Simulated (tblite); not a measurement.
## Frequency calculation of C7H12N

- system: C7H12N, multiplicity 2, SMILES C=C[C](C)C(=C)CN
- method: GFN2-xTB harmonic vibrations, gas phase (tblite 0.8.0)

It belongs to a series of runs on one base structure; here: H added to sp2 C.

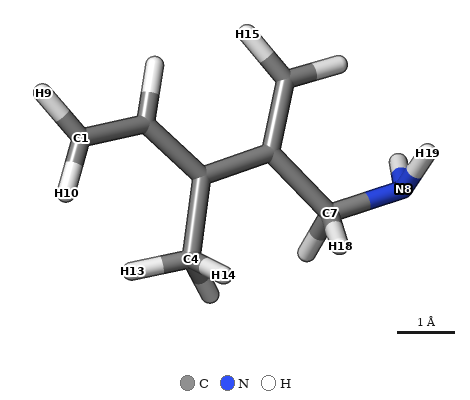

**Figure 1.** The structure (stick view, seen at a tilt; atoms are numbered from 1 in the order of the input).

Results in brief:

| quantity | value |
| --- | --- |
| outcome | converged |
| total energy | −650.7346 eV |
| zero-point energy | 106.8040 kcal/mol |
| hardware | 1 CPU thread, shared host |
| wall time | 0.69 s |
| peak memory | 0.18 GiB |

The input:
```
{"job": {"kind": "ir", "xc": "GFN2-xTB", "basis": "xTB"}, "charge": 0, "multiplicity": 2}
C     -2.962478     1.076415    -0.290029
C     -1.623383     1.069371    -0.471675
C     -0.717835     0.027350    -0.162085
C     -1.246263    -1.273007     0.357706
C      0.695270     0.198040    -0.298277
C      1.286840     1.311484    -0.791940
C      1.576829    -0.961608     0.156288
N      3.008230    -0.747962     0.192852
H     -3.545926     1.937163    -0.565255
H     -3.510599     0.256531     0.138333
H     -1.196939     1.969849    -0.889517
H     -0.714869    -2.119274    -0.072098
H     -2.300038    -1.384062     0.125076
H     -1.131857    -1.327182     1.442656
H      0.741862     2.168000    -1.140286
H      2.357316     1.393138    -0.869948
H      1.402625    -1.817030    -0.505897
H      1.276391    -1.257323     1.166268
H      3.233879     0.033662     0.798959
H      3.365796    -0.542875    -0.733865
```

The first line tells a small driver script what to run in tblite; the rest is the geometry in Å.

Launch command:
```bash
OMP_NUM_THREADS=1 python <driver script> task.json out
```

Log:
```
mode    cm-1     km/mol
  1     -38.7      0.30
  2      68.6      0.27
  3     110.9      0.12
  4     122.9      0.39
  5     213.0      0.46
  6     295.5      0.27
  7     334.4     17.65
  8     354.5     24.24
  9     378.7      6.84
 10     410.4      1.82
 11     456.3      0.21
 12     486.5      4.95
 13     546.6      2.26
 14     564.0      4.63
 15     639.0      1.21
 16     773.1     19.60
 17     802.3     20.06
 18     815.5     14.70
 19     888.1      6.61
 20     897.9     16.18
 21     951.1     15.72
 22     965.0    106.36
 23     979.8    136.23
 24    1009.6      3.69
 25    1035.4     10.84
 26    1089.7      8.66
 27    1118.5      1.75
 28    1148.8      2.97
 29    1273.7      9.72
 30    1297.0     18.93
 31    1318.2     17.59
 32    1326.1      3.34
 33    1368.1      5.71
 34    1384.4      4.96
 35    1404.1      5.28
 36    1430.3      1.92
 37    1455.9      1.95
 38    1474.9      5.82
 39    1496.4      4.50
 40    1530.1      2.21
 41    1572.5     10.00
 42    1578.7     13.24
 43    2925.7     38.76
 44    2948.2     25.13
 45    2964.7     26.34
 46    3028.4     20.61
 47    3069.4     12.92
 48    3080.5     18.12
 49    3114.4     18.57
 50    3117.7     10.58
 51    3139.6     41.44
 52    3151.0     41.96
 53    3385.7      7.91
 54    3418.6      8.75
```

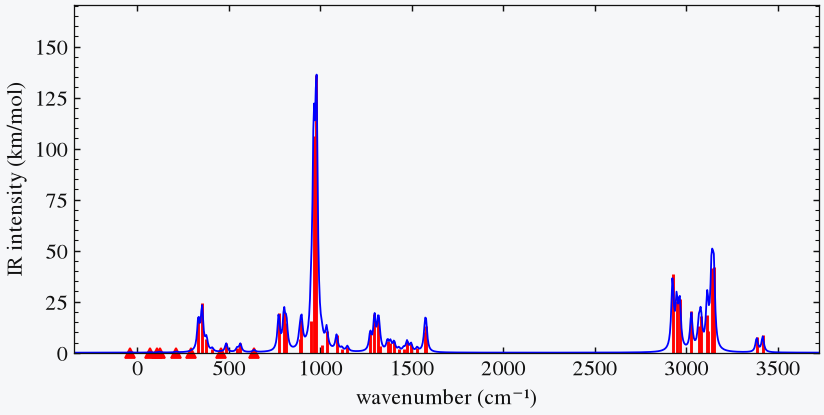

**Figure 2.** Harmonic infrared spectrum, unscaled: sticks (degenerate modes added up, dark ones marked on the axis) with a Lorentzian envelope of 16 cm⁻¹ full width, scaled to the tallest stick; imaginary modes are drawn at negative wavenumbers. 54 modes from 39i to 3419 cm⁻¹, 1 imaginary beyond 8i (39i cm⁻¹): not a clean minimum; so soft a mode can be a shallow saddle, an incomplete relaxation or noise of the force constants. The strongest line is at 980 cm⁻¹ (136 km/mol).
